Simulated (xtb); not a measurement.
# Frequency calculation, with input and output: C$_{3}$H$_{6}$B$_{2}$ (part 2 of 2)

C$_{3}$H$_{6}$B$_{2}$, SMILES BCBC#C; GFN1-xTB, ALPB solvent nitromethane (xtb 6.7.1). The geometry was optimised with GFN1-xTB/ALPB(nitromethane).

Geometry of the input (Å):
```
B  0.0050  1.6135  0.8837
C  -0.9172  0.6623  0.0597
B  -0.3738  -0.8006  0.2776
C  0.6141  -1.4046  -0.6839
C  1.4051  -1.8881  -1.4591
H  0.9429  2.1332  0.3754
H  -0.2076  1.8101  2.0345
H  -1.9408  0.7124  0.4340
H  -0.8939  0.9177  -1.0005
H  -0.7343  -1.4396  1.2129
H  2.1005  -2.3162  -2.1344
```

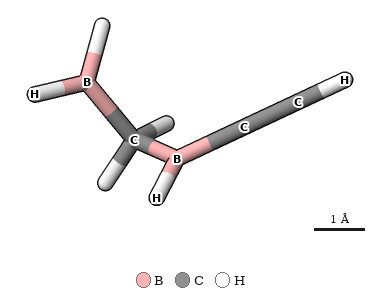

*The input geometry (stick view, seen at a tilt).*

Output, continued:
```
  Mulliken/CM5 charges         n(s)   n(p)   n(d)
     1B     0.22410 -0.06026   1.034  1.742  0.000
     2C    -0.20391 -0.18153   1.056  3.147  0.000
     3B     0.22275 -0.03301   1.021  1.756  0.000
     4C    -0.11150 -0.04463   1.158  2.953  0.000
     5C    -0.03713 -0.08519   1.112  2.925  0.000
     6H    -0.08814  0.01619   1.088  0.000  0.000
     7H    -0.08847  0.01589   1.088  0.000  0.000
     8H     0.05100  0.11588   0.949  0.000  0.000
     9H     0.04555  0.11052   0.954  0.000  0.000
    10H    -0.08013  0.02599   1.080  0.000  0.000
    11H     0.06589  0.12015   0.934  0.000  0.000

Wiberg/Mayer (AO) data.
largest (>0.10) Wiberg bond orders for each atom
Molecule has no symmetry elements
It seems to be the C1 point group

 ---------------------------------------------------------------------------
     #   Z sym  total        # sym  WBO       # sym  WBO       # sym  WBO
 ---------------------------------------------------------------------------
     1   5 B    3.149 --     2 C    1.042     7 H    0.970     6 H    0.969
                             3 B    0.120
     2   6 C    3.982 --     1 B    1.042     3 B    0.983     9 H    0.957
                             8 H    0.948
     3   5 B    3.266 --     4 C    1.089     2 C    0.983    10 H    0.945
                             1 B    0.120
     4   6 C    3.958 --     5 C    2.835     3 B    1.089
     5   6 C    3.972 --     4 C    2.835    11 H    0.979
     6   1 H    0.998 --     1 B    0.969
     7   1 H    0.997 --     1 B    0.970
     8   1 H    1.009 --     2 C    0.948
     9   1 H    1.007 --     2 C    0.957
    10   1 H    0.996 --     3 B    0.945
    11   1 H    0.993 --     5 C    0.979
 ---------------------------------------------------------------------------

Topologies differ in total number of bonds
Writing topology from bond orders to xtbtopo.mol

 dipole moment from electron density (au)
     X       Y       Z
  -0.0665  -0.1036  -0.3544  total (Debye):    0.954

           -------------------------------------------------
          |               Frequency Printout                |
           -------------------------------------------------
 projected vibrational frequencies (cm⁻¹)
eigval :       -0.00    -0.00    -0.00     0.00     0.00     0.00
eigval :       49.11   154.31   177.65   225.92   271.80   439.23
eigval :      657.57   677.85   707.04   732.47   792.88   864.36
eigval :      939.97   985.25  1008.83  1069.42  1086.36  1168.81
eigval :     1225.86  1438.96  2195.10  2521.23  2529.88  2554.39
eigval :     3018.36  3055.51  3347.52
 reduced masses (amu)
   1:  8.48   2: 10.09   3:  9.77   4: 10.26   5:  9.85   6:  9.97   7:  7.80   8:  6.30
   9:  4.91  10:  9.13  11:  7.66  12: 10.28  13:  2.89  14:  4.74  15:  1.90  16:  3.70
  17:  7.14  18:  4.78  19:  4.64  20:  7.52  21:  7.26  22:  4.39  23:  3.52  24:  6.29
  25:  3.12  26:  2.34  27: 11.01  28:  1.65  29:  1.53  30:  2.10  31:  1.52  32:  2.05
  33:  2.52
 IR intensities (km·mol⁻¹)
   1:  0.47   2:  0.05   3:  0.16   4:  0.03   5:  0.05   6:  0.20   7:  0.32   8:  1.70
   9:  0.72  10:  1.25  11:  1.39  12:  2.11  13: 23.89  14:  7.31  15:  1.90  16: 22.44
  17:  5.92  18: 62.12  19: 35.63  20: 59.44  21:117.81  22:365.21  23: 44.46  24:330.66
  25:120.63  26:  3.14  27: 80.14  28:221.47  29:160.37  30:208.09  31:  4.19  32: 14.68
  33:  0.15
 Raman intensities (Ä⁴*amu⁻¹)
   1:  0.00   2:  0.00   3:  0.00   4:  0.00   5:  0.00   6:  0.00   7:  0.00   8:  0.00
   9:  0.00  10:  0.00  11:  0.00  12:  0.00  13:  0.00  14:  0.00  15:  0.00  16:  0.00
  17:  0.00  18:  0.00  19:  0.00  20:  0.00  21:  0.00  22:  0.00  23:  0.00  24:  0.00
  25:  0.00  26:  0.00  27:  0.00  28:  0.00  29:  0.00  30:  0.00  31:  0.00  32:  0.00
  33:  0.00
 output can be read by thermo (or use thermo option).
 writing <g98.out> molden fake output.
 recommended (thermochemical) frequency scaling factor: 1.0
           -------------------------------------------------
          |             Thermodynamic Functions             |
           -------------------------------------------------

c1  symmetry found (for desy threshold:  0.10E+00) used in thermo

          ...................................................
          :                      SETUP                      :
          :.................................................:
          :  # frequencies                          27      :
          :  # imaginary freq.                       0      :
          :  linear?                             false      :
          :  only rotor calc.                    false      :
          :  symmetry                               c1      :
          :  rotational number                       1      :
          :  scaling factor                  1.0000000      :
          :  rotor cutoff                    1.0000000 cm⁻¹ :
          :  imag. cutoff                  -20.0000000 cm⁻¹ :
          :.................................................:

    mode    ω/cm⁻¹     T·S(HO)/kcal·mol⁻¹    T·S(FR)/kcal·mol⁻¹   T·S(vib)
   ------------------------------------------------------------------------
       1     49.11   -12.08870 (100.00%)    -7.74677 (  0.00%)   -12.08869
       2    154.31    -8.67814 (100.00%)    -6.04269 (  0.00%)    -8.67814
       3    177.65    -8.25921 (100.00%)    -5.83293 (  0.00%)    -8.25921
       4    225.92    -7.54495 (100.00%)    -5.47490 (  0.00%)    -7.54495
       5    271.80    -6.99645 (100.00%)    -5.19948 (  0.00%)    -6.99645
   ------------------------------------------------------------------------

   temp. (K)  partition function   enthalpy   heat capacity  entropy
                                   cal/mol     cal/K/mol   cal/K/mol   J/K/mol
 298.15  VIB   46.1                 2598.928     17.565     16.331
         ROT  0.906E+05              888.752      2.981     25.664
         INT  0.418E+07             3487.680     20.546     41.994
         TR   0.492E+27             1481.254      4.968     38.356
         TOT                        4968.9343    25.5143    80.3508   336.1879

   temp. (K)  partition function   enthalpy   heat capacity  entropy
                                   cal/mol     cal/K/mol   cal/K/mol   J/K/mol
 400.00  VIB   207.                 4677.720     23.072     22.289
         ROT  0.141E+06             1192.356      2.981     26.540
         INT  0.291E+08             5870.076     26.053     48.829
         TR   0.764E+27             1987.260      4.968     39.816
         TOT                        7857.3360    31.0210    88.6443   370.8879

   temp. (K)  partition function   enthalpy   heat capacity  entropy
                                   cal/mol     cal/K/mol   cal/K/mol   J/K/mol
 600.00  VIB  0.375E+04            10128.562     30.864     33.233
         ROT  0.259E+06             1788.534      2.981     27.748
         INT  0.969E+09            11917.096     33.845     60.981
         TR   0.140E+28             2980.890      4.968     41.829
         TOT                       14897.9864    38.8133   102.8105   430.1590

   temp. (K)  partition function   enthalpy   heat capacity  entropy
                                   cal/mol     cal/K/mol   cal/K/mol   J/K/mol
 800.00  VIB  0.582E+05            16858.686     36.139     42.877
         ROT  0.398E+06             2384.712      2.981     28.606
         INT  0.232E+11            19243.398     39.120     71.483
         TR   0.216E+28             3974.520      4.968     43.258
         TOT                       23217.9184    44.0880   114.7409   480.0760

   temp. (K)  partition function   enthalpy   heat capacity  entropy
                                   cal/mol     cal/K/mol   cal/K/mol   J/K/mol
1000.00  VIB  0.751E+06            24489.498     39.976     51.375
         ROT  0.556E+06             2980.890      2.981     29.271
         INT  0.418E+12            27470.388     42.956     80.646
         TR   0.302E+28             4968.150      4.968     44.366
         TOT                       32438.5380    47.9245   125.0121   523.0505

   temp. (K)  partition function   enthalpy   heat capacity  entropy
                                   cal/mol     cal/K/mol   cal/K/mol   J/K/mol
1500.00  VIB  0.211E+09            46109.054     45.806     68.828
         ROT  0.102E+07             4471.335      2.981     30.480
         INT  0.215E+15            50580.389     48.787     99.307
         TR   0.555E+28             7452.225      4.968     46.379
         TOT                       58032.6143    53.7553   145.6864   609.5519

       T/K    H(0)-H(T)+PV         H(T)/Eh          T*S/Eh         G(T)/Eh
   ------------------------------------------------------------------------
    298.15    0.791850E-02    0.851385E-01    0.381773E-01    0.469612E-01
    400.00    0.125215E-01    0.897415E-01    0.565055E-01    0.332360E-01
    600.00    0.237415E-01    0.100961E+00    0.983033E-01    0.265813E-02
    800.00    0.370001E-01    0.114220E+00    0.146281E+00   -0.320609E-01
   1000.00    0.516941E-01    0.128914E+00    0.199219E+00   -0.703053E-01
   1500.00    0.924809E-01    0.169701E+00    0.348249E+00   -0.178548E+00 (used)
   ------------------------------------------------------------------------

         :::::::::::::::::::::::::::::::::::::::::::::::::::::
         ::                  THERMODYNAMIC                  ::
         :::::::::::::::::::::::::::::::::::::::::::::::::::::
         :: total free energy         -12.454990760257 Eh   ::
         ::.................................................::
         :: total energy              -12.276442536191 Eh   ::
         :: zero point energy           0.077220024806 Eh   ::
         :: G(RRHO) w/o ZPVE           -0.255768248873 Eh   ::
         :: G(RRHO) contrib.           -0.178548224067 Eh   ::
         :::::::::::::::::::::::::::::::::::::::::::::::::::::

           -------------------------------------------------
          | TOTAL ENERGY              -12.276442536191 Eh   |
          | TOTAL ENTHALPY            -12.106741653866 Eh   |
          | TOTAL FREE ENERGY         -12.454990760257 Eh   |
          | GRADIENT NORM               0.000047009296 Eh/α |
          | HOMO-LUMO GAP               3.563550478835 eV   |
           -------------------------------------------------

------------------------------------------------------------------------
------------------------------------------------------------------------
 total:
 *  cpu-time:     0 d,  0 h,  0 min,  0.306 sec
 * ratio c/w:     0.999 speedup
 SCF:
 *  cpu-time:     0 d,  0 h,  0 min,  0.005 sec
 * ratio c/w:     0.999 speedup
 analytical hessian:
 *  cpu-time:     0 d,  0 h,  0 min,  0.296 sec
 * ratio c/w:     0.999 speedup
```

Standard error:
```
normal termination of xtb
```

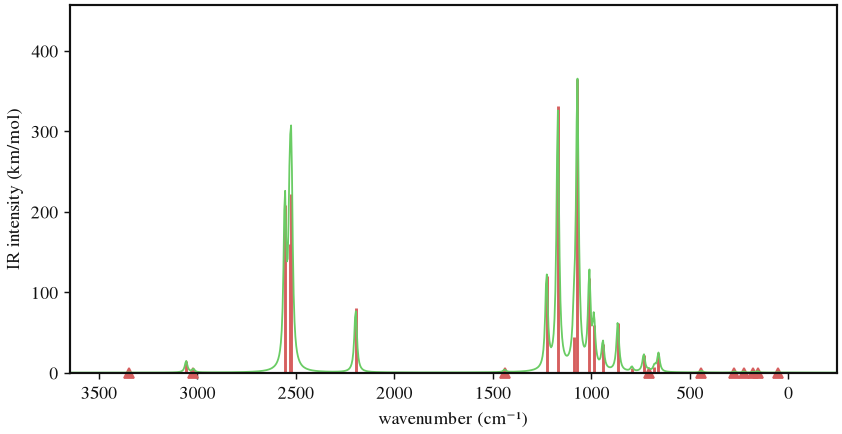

*Harmonic infrared spectrum, unscaled: sticks (degenerate modes added up, dark ones marked on the axis) with a Lorentzian envelope of 16 cm⁻¹ full width, scaled to the tallest stick.*

27 modes from 49 to 3348 cm⁻¹, none imaginary. The strongest line is at 1069 cm⁻¹ (365 km/mol).

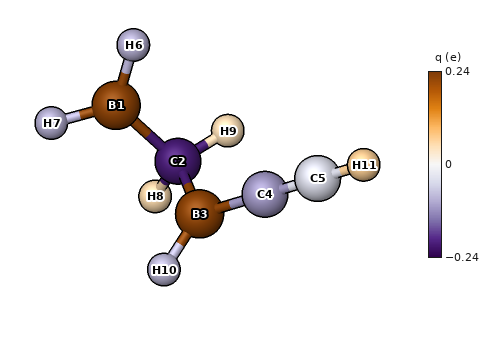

*Mulliken charges, as the colour of each atom (ball-and-stick view, seen at a tilt; atoms are numbered from 1 in the order of the input).*

By element: B +0.22, C −0.20 to −0.04 and H −0.09 to +0.07 e.

Summary:

- outcome: converged
- electrons treated: 24
- total energy: −12.276443 hartree
- dispersion energy: −0.003265 hartree
- solvation energy: −0.006724 hartree
- basis functions: 32
- HOMO: −11.99 eV
- LUMO: −8.42 eV
- zero-point energy: 0.077220 hartree
- dipole moment: 0.95 D
- wavenumbers, lowest and highest: 49 and 3348 cm⁻¹
- peak memory: 0.074 GiB
